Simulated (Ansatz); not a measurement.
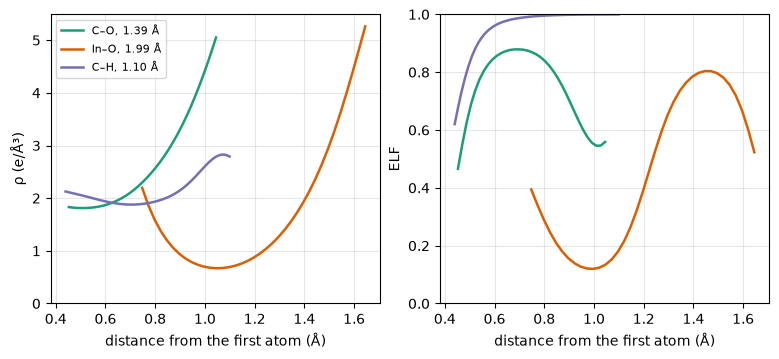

Figure 1: CH3InO (SMILES C[O][In]). Electron density and ELF along straight lines between neighbouring atoms. The curves leave out the atomic cores.

Geometry: r2SCAN-D4/def2-TZVP; core potentials replace the inner electrons of In.

Level of theory: isolated molecule in a Gaussian basis; Kohn-Sham density functional theory, functional PBE0 in Ansatz.

Input

```
basis:
  gaussian:
    orbitals: def2-TZVPD
crystal:
  periodic: [false, false, false]
  atoms:
    - {symbol: C, position_ang: [-0.356306, 0.013135, -2.101026]}
    - {symbol: In, position_ang: [-0.551499, 3.218167, -1.024194]}
    - {symbol: O, position_ang: [-0.435499, 1.331693, -1.658663]}
    - {symbol: H, position_ang: [0.434683, -0.108104, -2.854603]}
    - {symbol: H, position_ang: [-0.133361, -0.673275, -1.271940]}
    - {symbol: H, position_ang: [-1.302112, -0.312447, -2.556763]}
output: {forces: true, orbitals: {seedname: orbitals}}
hamiltonian:
  xc: pbe0
```

Launched as:

```sh
ansatz run input.yaml --threads 2 --pin off --max-ram 4350MiB --events-out events.jsonl --progress --plain --runs-dir runs
```

What can be read from the curves?

Answer. C–O (1.39 Å): ρ is about 2.1 e/Å³ halfway, with its minimum of 1.8 e/Å³ about 0.5 Å from C; the ELF peaks at about 0.90 between the atoms; a polar covalent bond.
In–O (1.99 Å): the density is about 0.7 e/Å³ at the midpoint; the ELF peaks at about 0.80 in the valence shell of O, 0.5 Å from its nucleus, and drops to about 0.10 between the two atoms.
C–H (1.10 Å): ρ is about 2 e/Å³ halfway; the ELF climbs to about 1 towards the hydrogen, as it does in any bond to H (a covalent bond by its length).
